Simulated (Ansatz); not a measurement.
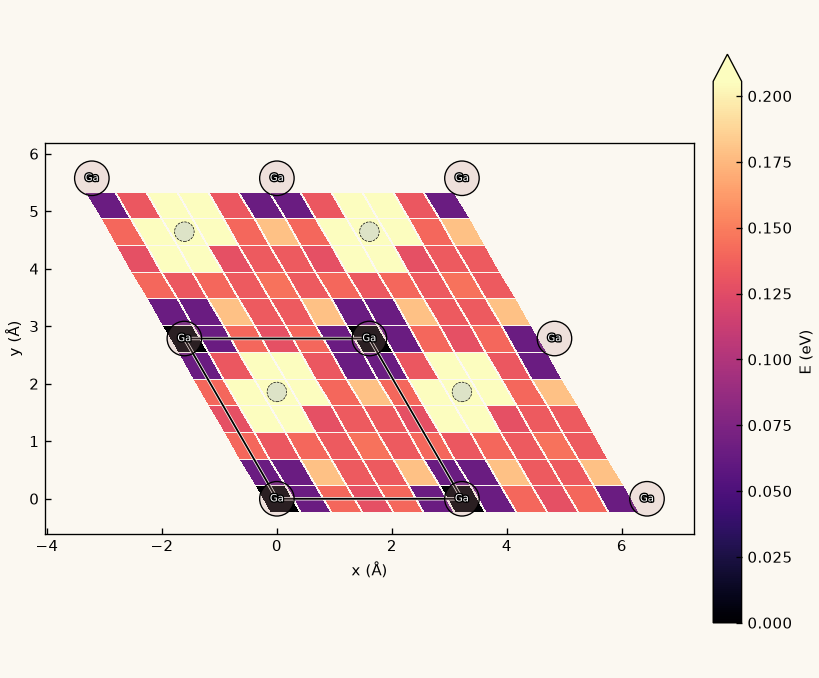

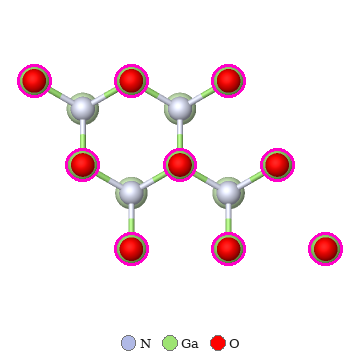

Energy landscape of O on a GaN(001) slab cut from the P6_3mc phase, its upper half relaxed before the scan (8 atoms of substrate and one adsorbate in a 1 × 1 cell). 
- O is moved over the surface cell; relaxed at each place: the height of the adsorbate's atoms; substrate rigid; the origin of the map has the adsorbate above Ga8.
- Places are given modulo a cell vector. The map is drawn in real space over the plane of the surface.
- Grid: 6 × 6 points; 10 points were computed and 26 follow by symmetry.
- All energies are given in eV relative to the lowest grid point.
- Energies and slopes of some neighbouring points disagree (a jump in structure or state, or too coarse a mesh). The magnetic moment jumps between some neighbouring points. With one adsorbate in each 1 × 1 cell, its nearest image is 3.2 Å away, so neighbouring adsorbates interact.
- Computed with Ansatz 0.2.0, DFT PBE, scalar-relativistic, plane waves, PAW. Settings: cutoff 420 eV, k-mesh 9×9×1, gaussian smearing 0.05 eV, spin-polarised.

The picture shows one coloured cell a grid point, labelled circles for the atoms of the top layer and small ones for the second layer, the outline of one cell of the 2 × 2 shown, one colour for all values above the top of the scale. The second picture is the structure at the lowest point; rings mark the moved atoms.

Question: What does the map say about the system?

Answer: The lowest grid point is at the top site over a surface Ga atom, (0/6, 0/6) of the cell vectors. The highest grid point, a threefold hollow over a second-layer N atom, (2/6, 4/6) of the cell vectors, lies 0.803 eV above the lowest. At the lowest point the adsorbate has 1 Ga at 1.89 Å as nearest neighbours, at the highest 1 N at 2.09 Å. Its relaxed height above the top atom is 1.89 Å at the lowest and 1.53 Å at the highest point.

The values on the grid:

| second ↓, first → | 0/6 | 1/6 | 2/6 | 3/6 | 4/6 | 5/6 |
| --- | --- | --- | --- | --- | --- | --- |
| 5/6 | 0.065 | 0.132 | 0.446 | 0.446 | 0.132 | 0.065 |
| 4/6 | 0.140 | 0.446 | 0.803 | 0.446 | 0.140 | 0.179 |
| 3/6 | 0.128 | 0.446 | 0.446 | 0.128 | 0.134 | 0.134 |
| 2/6 | 0.140 | 0.132 | 0.140 | 0.134 | 0.145 | 0.134 |
| 1/6 | 0.065 | 0.065 | 0.179 | 0.134 | 0.134 | 0.179 |
| 0/6 | 0.000 | 0.065 | 0.140 | 0.128 | 0.140 | 0.065 |

Each point was launched as `ansatz run input.yaml --threads 2 --pin off --max-ram 6144MiB --backend cpu --events-out ev --progress --plain --runs-dir out`. The whole map (10 points run) took 58 min on 2 threads of Intel(R) Xeon(R) Processor @ 2.50GHz (Skylake/Cascade Lake), on a shared host.

PAW datasets: the set soft_1.
